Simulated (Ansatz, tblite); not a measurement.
**InH2(NH2) (InNH4): which spin state is lowest**

Aim: set other spin states of InH2(NH2) (InNH4) against its singlet, on many levels of theory.

The runs use Ansatz 0.2.0, Gaussian basis; as each input shows.

The runs, in order: triplet, at the geometry of the singlet (GFN1-xTB, GFN2-xTB, PBE0-D4/def2-TZVP, PBE-D4/def2-TZVP, r2SCAN-D4/def2-TZVP); the singlet's energies come from earlier runs.

5 further runs of the same task are left out: 5 set aside as unsound or not needed.

## 1. The relaxed structure

The geometry is that of the singlet, from an earlier relaxation (B3LYP-D4/def2-TZVP).

6 atoms, charge 0, spin multiplicity 1.

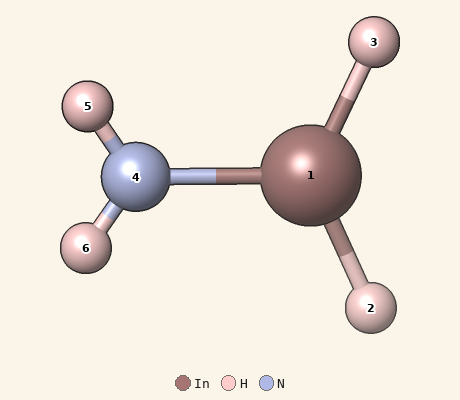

The structure; indium brown, hydrogen pink, nitrogen light blue; atoms are numbered from 1 in the order of the file.

As a file:

```xyz
6

In    0.4955    0.8251   -0.0045
H     2.1619    0.6595    0.3726
H    -0.4351    2.2155   -0.3880
N    -0.5459   -0.9086    0.0053
H    -1.5306   -0.9811   -0.1952
H    -0.1458   -1.8103    0.2097
```

In takes a core potential in the def2 sets. No spin-orbit coupling is included.

## 2. Triplet at the fixed geometry, GFN1-xTB

Tight binding, by tblite at 300 K electronic temperature and without a spin-polarisation term:

```python
tblite.interface.Calculator('GFN1-xTB', numbers, positions, charge=0, uhf=2).singlepoint()
```

Energy -180.3103 eV; 0.004 s.

## 3. Triplet at the fixed geometry, GFN2-xTB

Tight binding, by tblite at 300 K electronic temperature and without a spin-polarisation term:

```python
tblite.interface.Calculator('GFN2-xTB', numbers, positions, charge=0, uhf=2).singlepoint()
```

Energy -162.3101 eV; 0.002 s.

## 4. Triplet at the fixed geometry, PBE0-D4/def2-TZVP

in.yaml

```yaml
crystal:
  periodic: [false, false, false]
  atoms:
    - {symbol: In, position_ang: [0.495532, 0.825077, -0.004468]}
    - {symbol: H, position_ang: [2.161875, 0.659454, 0.372604]}
    - {symbol: H, position_ang: [-0.435061, 2.215467, -0.387973]}
    - {symbol: N, position_ang: [-0.545941, -0.908589, 0.005337]}
    - {symbol: H, position_ang: [-1.530630, -0.981076, -0.195246]}
    - {symbol: H, position_ang: [-0.145775, -1.810333, 0.209747]}
basis:
  gaussian: {orbitals: def2-TZVP}
magnetization: {spin_polarized: true, initial_magnetization: 2}
hamiltonian: {xc: pbe0, dispersion: d4}
scf: {omitted_lower_state_checks: [starts]}
output: {orbitals: {seedname: orbitals}}
```

Launch:

```
$ ansatz run in.yaml --threads 4 --pin off --events-out ev --progress --plain --max-ram 3916MiB
```

The program printed:

```text
Functional definition: PBE0
  name "PBE0"
  cite "Adamo & Barone, J. Chem. Phys. 110, 6158 (1999) doi:10.1063/1.478522"
  cite "Perdew, Burke & Ernzerhof, Phys. Rev. Lett. 77, 3865 (1996) doi:10.1103/PhysRevLett.77.3865"
  parent pbe
  parameter a = 0.25
  parameter kappa = 0.804
  parameter beta = 0.06672455060314922
  exchange = (1 - a)*pbe_x(kappa = kappa, mu = beta*pi^2/3) + a*exact_x
  correlation = pbe_c(beta = beta)
these checks for a lower state are left out or cut short: starts
812 factors; their error is unknown
mean field evaluation 1: about -6710.5470 eV, gradient 5.0e1 eV
mean field evaluation 2: about -6646.0157 eV, gradient 1.0e2 eV
mean field evaluation 4: about -6718.1003 eV, gradient 2.5e1 eV
mean field evaluation 8: about -6722.6153 eV, gradient 5.1e0 eV
mean field evaluation 16: about -6723.1450 eV, gradient 6.3e-2 eV
mean field -6723.18886632 eV, -247.0726336963 hartree, gradient 7.7e-6 eV, S^2 2.010235; 0 other end points of the search recorded, 0 dependent functions left out
reference -6723.18891348 eV, -247.0726354293 hartree; 17, 15 occupied and 88, 90 virtual orbitals, 812 factors
Total energy: -6723.25076388 eV, -247.0749083896 hartree
Checks for a lower state left out: starts
```

It took 1.7 s on 4 threads of Arm Neoverse V1, shared host.

Report: HOMO -2.99 eV, LUMO -5.87 eV (over both spins; with the spin held, an empty level of the minority spin lies below the top filled one); ⟨S²⟩ 2.010 (pure: 2.00).

## 5. Triplet at the fixed geometry, PBE-D4/def2-TZVP

start.molden holds the orbitals of an earlier run on this state, given as this run's starting guess.

in.yaml: that of step 4 with these lines changed.

```diff
@@ -10,5 +10,5 @@
 basis:
-  gaussian: {orbitals: def2-TZVP}
+  gaussian: {orbitals: def2-TZVP, initial_orbitals: start.molden}
 magnetization: {spin_polarized: true, initial_magnetization: 2}
-hamiltonian: {xc: pbe0, dispersion: d4}
+hamiltonian: {xc: pbe, dispersion: d4}
 scf: {omitted_lower_state_checks: [starts]}
```

Same command.

The program printed:

```text
Functional definition: PBE
  name "PBE"
  cite "Perdew, Burke & Ernzerhof, Phys. Rev. Lett. 77, 3865 (1996) doi:10.1103/PhysRevLett.77.3865"
  parent pbe
  parameter kappa = 0.804
  parameter beta = 0.06672455060314922
  exchange = pbe_x(kappa = kappa, mu = beta*pi^2/3)
  correlation = pbe_c(beta = beta)
these checks for a lower state are left out or cut short: starts
719 factors; their error is unknown
mean field evaluation 1: about -6722.8676 eV, gradient 4.3e0 eV
mean field evaluation 2: about -6722.9278 eV, gradient 7.2e-2 eV
mean field evaluation 4: about -6722.8486 eV, gradient 5.9e0 eV
mean field evaluation 8: about -6723.0430 eV, gradient 1.0e-1 eV
mean field evaluation 16: about -6723.0437 eV, gradient 3.7e-4 eV
mean field -6723.04365938 eV, -247.0672974394 hartree, gradient 9.6e-6 eV, S^2 2.003553; 0 other end points of the search recorded, 0 dependent functions left out
reference -6723.04372218 eV, -247.0672997475 hartree; 17, 15 occupied and 88, 90 virtual orbitals, 719 factors
Total energy: -6723.11754506 eV, -247.0700126883 hartree
Checks for a lower state left out: starts
```

Run time: 1.6 s. Hardware: 4 threads of Arm Neoverse V1, shared host.

From the report: HOMO -2.37 eV, LUMO -6.97 eV (over both spins; with the spin held, an empty level of the minority spin lies below the top filled one); ⟨S²⟩ 2.004 (pure: 2.00).

## 6. Triplet at the fixed geometry, r2SCAN-D4/def2-TZVP

in.yaml: that of step 5 with these lines changed.

```diff
@@ -12,3 +12,3 @@
 magnetization: {spin_polarized: true, initial_magnetization: 2}
-hamiltonian: {xc: pbe, dispersion: d4}
+hamiltonian: {xc: r2scan, dispersion: d4}
 scf: {omitted_lower_state_checks: [starts]}
```

The command is unchanged.

The program printed:

```text
Functional definition: r2SCAN
  name "r2SCAN"
  cite "Furness, Kaplan, Ning, Perdew & Sun, J. Phys. Chem. Lett. 11, 8208 (2020) doi:10.1021/acs.jpclett.0c02405"
  cite "Furness, Kaplan, Ning, Perdew & Sun, J. Phys. Chem. Lett. 11, 9248 (2020) doi:10.1021/acs.jpclett.0c03077"
  parent r2scan
  parameter k0 = 0.174
  parameter k1 = 0.065
  parameter a1 = 4.9479
  exchange = r2scan_x(k0 = k0, k1 = k1, a1 = a1)
  correlation = r2scan_c
these checks for a lower state are left out or cut short: starts
719 factors; their error is unknown
mean field evaluation 1: about -6726.1658 eV, gradient 3.0e0 eV
mean field evaluation 2: about -6726.1928 eV, gradient 3.3e-2 eV
mean field evaluation 4: about -6726.1842 eV, gradient 2.2e-4 eV
mean field evaluation 8: about -6726.1842 eV, gradient 5.1e-5 eV
mean field -6726.18417998 eV, -247.1827094431 hartree, gradient 2.3e-6 eV, S^2 2.014917; 0 other end points of the search recorded, 0 dependent functions left out
reference -6726.18421042 eV, -247.1827105616 hartree; 17, 15 occupied and 88, 90 virtual orbitals, 719 factors
Total energy: -6726.20073750 eV, -247.1833179203 hartree
Checks for a lower state left out: starts
```

It took 4.8 s on 4 threads of Arm Neoverse V1, shared host.

From the report: HOMO -2.50 eV, LUMO -6.70 eV (over both spins; with the spin held, an empty level of the minority spin lies below the top filled one); ⟨S²⟩ 2.015 (pure: 2.00).

## 7. Triplet less singlet, vertical

The singlet's energies are those of its earlier runs, whose logs aren't repeated here.

```csv
level,"triplet less singlet, vertical (kcal/mol)",time
GFN1-xTB,+143.1,0.007 s
GFN2-xTB,+99.3,0.004 s
PBE-D4/def2-TZVP,+98.6,2.1 s
r2SCAN-D4/def2-TZVP,+95.1,6.2 s
PBE0-D4/def2-TZVP,+97.6,2.6 s
```

Times add the two runs; a level without a time comes out of a correlated run. Tight binding without a spin term can't rank spin states.

## 8. Outcome

| quantity | value |
| --- | --- |
| triplet less singlet, vertical, functionals in def2-TZVP | +95.1 (r2SCAN-D4) to +98.6 kcal/mol (PBE-D4) |

What this shows: All functionals put the triplet above the singlet, over a spread of 3.5 kcal/mol. The checks for a lower triplet were left out, so another state of that spin may lie lower. These are electronic energies, without zero-point motion, entropy or surroundings.
